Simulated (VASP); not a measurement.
Band structure of Li (bcc). Calculation: AM05 GGA, VASP's PBE PAW potentials (set 64) (plane waves; VASP 6.6.1).

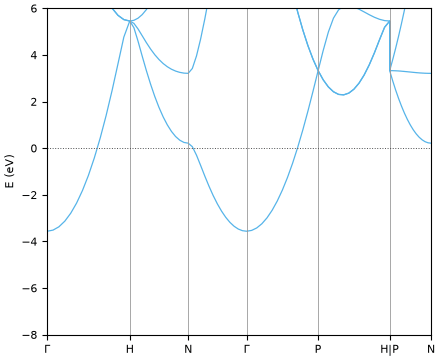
Fig. 1. Bands along high-symmetry lines, zero at the valence-band maximum or, without a gap, the Fermi level

**Question.** Read the plot: is there a gap, and where are the band edges?

**Answer.** It has no gap at this level: it comes out as a metal or semimetal. (Edges off the drawn lines would not show.)

The compound is Li in the bcc structure. It was relaxed first.
